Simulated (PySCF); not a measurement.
**C5H10O: a changed input and its effect**

System: C5H10O.
Method of the first run: GIAO PBE0/pcSseg-1 NMR shielding, non-relativistic, gas phase (PySCF 2.14.0).

The geometry comes from this level: GFN2-xTB. Text and figures count atoms from 1; the logs count them from 0 in places.

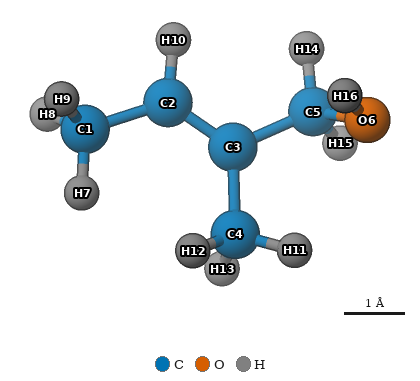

Fig. 1: The structure (ball-and-stick view, seen at an oblique angle; atoms are numbered from 1 in the order of the input). Bond lengths as drawn: C–C 1.33 to 1.51 Å, C–H 1.08 to 1.10 Å, C–O 1.41 Å and H–O 0.96 Å.

Input file, the first run:
```
{"job": {"kind": "nmr", "xc": "PBE0", "basis": "pcSseg-1", "pop": false}, "charge": 0, "multiplicity": 1}
C      2.111444     0.713126    -0.221405
C      0.772089     0.682151     0.438485
C     -0.229075    -0.147578     0.172101
C     -0.214678    -1.208280    -0.890116
C     -1.523827    -0.071324     0.946026
O     -2.635116     0.207546     0.117183
H      2.220486    -0.075609    -0.958537
H      2.892764     0.596136     0.529093
H      2.266570     1.676627    -0.707840
H      0.644890     1.417469     1.224370
H     -1.237165    -1.437093    -1.182447
H      0.338262    -0.892223    -1.770754
H      0.243033    -2.120468    -0.506877
H     -1.446496     0.676760     1.747886
H     -1.744347    -1.043139     1.398690
H     -2.466434     1.034844    -0.347270
```

The first line tells a small driver script what to run in PySCF; the rest is the geometry in Å.

Launched with:
```bash
OMP_NUM_THREADS=1 python <driver script> task.json out
```

Hardware: 1 CPU thread, shared host.

Output (the first run):
```
coarse grid: 12720 points
cycle   1  E = -271.2615785305  dE =  6.052e-01  |g| = 6.540e-01  |ddm| = 3.411e+00
cycle   2  E = -271.2108814595  dE =  5.070e-02  |g| = 8.585e-01  |ddm| = 1.153e+00
cycle   3  E = -271.3475629039  dE = -1.367e-01  |g| = 8.564e-02  |ddm| = 7.038e-01
cycle   4  E = -271.3489027336  dE = -1.340e-03  |g| = 3.013e-02  |ddm| = 9.402e-02
cycle   5  E = -271.3491207633  dE = -2.180e-04  |g| = 5.016e-03  |ddm| = 3.388e-02
cycle   6  E = -271.3491259617  dE = -5.198e-06  |g| = 1.668e-03  |ddm| = 6.643e-03
final grid: 120968 points
cycle   7  E = -271.3957457230  dE = -3.288e-05  |g| = 9.582e-03  |ddm| = 2.939e-02
cycle   8  E = -271.3957318811  dE =  1.384e-05  |g| = 1.271e-02  |ddm| = 1.800e-02
cycle   9  E = -271.3957663162  dE = -3.444e-05  |g| = 1.332e-03  |ddm| = 1.064e-02
cycle  10  E = -271.3957666854  dE = -3.692e-07  |g| = 1.785e-04  |ddm| = 1.166e-03
cycle  11  E = -271.3957666890  dE = -3.517e-09  |g| = 1.355e-04  |ddm| = 2.774e-04
cycle  12  E = -271.3957666933  dE = -4.313e-09  |g| = 1.862e-05  |ddm| = 1.145e-04
cycle  13  E = -271.3957666934  dE = -7.492e-11  |g| = 5.274e-06  |ddm| = 2.123e-05
converged SCF energy = -271.3957666934

GIAO shielding tensors (ppm)
atom      isotropic    diamagn.    paramagn.     s11        s22        s33       span
  0 C      170.041     248.226     -78.185    154.837    171.116    184.171     29.335
  1 C       56.992     256.431    -199.440    -46.948     72.499    145.424    192.372
  2 C       42.010     262.063    -220.053    -68.827     42.801    152.055    220.883
  3 C      173.012     247.756     -74.744    158.942    174.511    185.582     26.640
  4 C      112.029     243.466    -131.438     88.008    112.720    135.358     47.350
  5 O      286.794     388.830    -102.037    239.047    286.852    334.481     95.434
  6 H       29.727      31.304      -1.577     25.088     30.799     33.294      8.206
  7 H       30.040      28.694       1.346     26.009     27.511     36.599     10.589
  8 H       29.996      29.000       0.996     25.959     27.567     36.461     10.502
  9 H       26.010      34.181      -8.171     23.620     25.074     29.334      5.714
 10 H       29.305      29.973      -0.669     24.424     29.599     33.891      9.468
 11 H       29.877      31.196      -1.319     25.353     29.503     34.775      9.422
 12 H       30.080      29.876       0.203     26.157     27.245     36.837     10.680
 13 H       27.532      30.951      -3.419     23.151     27.909     31.536      8.385
 14 H       27.572      29.494      -1.923     24.310     27.065     31.340      7.031
 15 H       31.817      33.074      -1.256     24.160     29.361     41.931     17.771
```

For the second run the input was changed thus:
```diff
-"xc": "PBE0"
+"xc": "LC-wPBE"
+"scf": {"level_shift": 0.1}
```

What does this change do to the results?

The total energies belong to different methods, so their difference says nothing on which is more stable or more accurate. The HOMO goes from −6.99 to −9.69 eV. The LUMO goes from 0.49 to 2.79 eV. The dipole moment goes from 1.78 to 1.83 D. Of all shieldings, the largest change is that of O6, by +14.4 ppm. The functional changes from PBE0 to LC-wPBE. The SCF takes 10 iterations against 13.

Output (the second run):
```
final grid: 120968 points
cycle   1  E = -271.4688649554  dE =  9.269e-01  |g| = 6.367e-01  |ddm| = 3.339e+00
cycle   2  E = -271.5078619844  dE = -3.900e-02  |g| = 5.366e-01  |ddm| = 6.861e-01
cycle   3  E = -271.5527517017  dE = -4.489e-02  |g| = 4.096e-02  |ddm| = 2.758e-01
cycle   4  E = -271.5533162677  dE = -5.646e-04  |g| = 1.317e-02  |ddm| = 6.743e-02
cycle   5  E = -271.5533800662  dE = -6.380e-05  |g| = 4.294e-03  |ddm| = 2.587e-02
cycle   6  E = -271.5533864985  dE = -6.432e-06  |g| = 9.293e-04  |ddm| = 7.161e-03
cycle   7  E = -271.5533871032  dE = -6.047e-07  |g| = 3.088e-04  |ddm| = 2.980e-03
cycle   8  E = -271.5533871587  dE = -5.551e-08  |g| = 1.263e-04  |ddm| = 8.481e-04
cycle   9  E = -271.5533871670  dE = -8.257e-09  |g| = 3.475e-05  |ddm| = 2.599e-04
cycle  10  E = -271.5533871678  dE = -8.023e-10  |g| = 1.101e-05  |ddm| = 9.063e-05
level shift removed, Fock matrix diagonalised once more
converged SCF energy = -271.5533871678

GIAO shielding tensors (ppm)
atom      isotropic    diamagn.    paramagn.     s11        s22        s33       span
  0 C      175.086     247.308     -72.222    161.740    175.511    188.007     26.266
  1 C       57.182     256.605    -199.423    -55.454     75.157    151.843    207.296
  2 C       43.475     262.689    -219.214    -75.977     48.757    157.646    233.622
  3 C      177.313     246.741     -69.427    165.044    177.623    189.273     24.228
  4 C      117.938     242.734    -124.796     94.146    117.745    141.922     47.776
  5 O      301.149     389.269     -88.120    254.790    299.388    349.268     94.477
  6 H       29.834      31.113      -1.279     24.944     30.886     33.672      8.727
  7 H       30.182      28.746       1.435     26.070     27.515     36.959     10.889
  8 H       30.148      29.044       1.104     26.067     27.581     36.798     10.731
  9 H       26.057      34.237      -8.180     23.590     25.016     29.564      5.974
 10 H       29.427      29.926      -0.498     24.353     29.607     34.323      9.970
 11 H       29.992      31.105      -1.113     25.292     29.595     35.088      9.796
 12 H       30.194      29.866       0.328     26.260     27.291     37.033     10.773
 13 H       27.628      30.975      -3.347     23.167     28.006     31.712      8.545
 14 H       27.720      29.613      -1.892     24.460     27.061     31.640      7.180
 15 H       31.750      33.226      -1.475     23.773     29.206     42.272     18.499
```

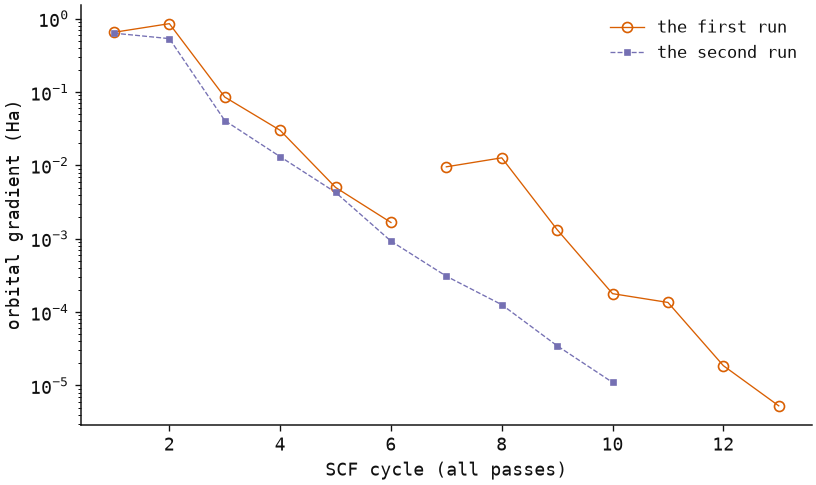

Fig. 2: Convergence of the two runs: orbital gradient against the SCF cycle. A break in a curve parts two SCF passes (coarse and final grid). The first run takes 13 cycles in all, and the second run takes 10.

The two runs side by side:

| quantity | the first run | the second run |
| --- | --- | --- |
| outcome | converged | converged |
| total energy (hartree) | −271.395767 | −271.553387 |
| HOMO (eV) | −6.99 | −9.69 |
| LUMO (eV) | 0.49 | 2.79 |
| dipole moment (D) | 1.78 | 1.83 |
| shielding of C1 (ppm) | 170.0 | 175.1 |
| shielding of C2 (ppm) | 57.0 | 57.2 |
| shielding of C3 (ppm) | 42.0 | 43.5 |
| shielding of C4 (ppm) | 173.0 | 177.3 |
| shielding of C5 (ppm) | 112.0 | 117.9 |
| shielding of O6 (ppm) | 286.8 | 301.1 |
| shielding of H9 (ppm) | 30.0 | 30.1 |
| SCF iterations | 13 | 10 |
| basis functions | 152 | 152 |
| wall time (shared host) | 30 s | 39 s |
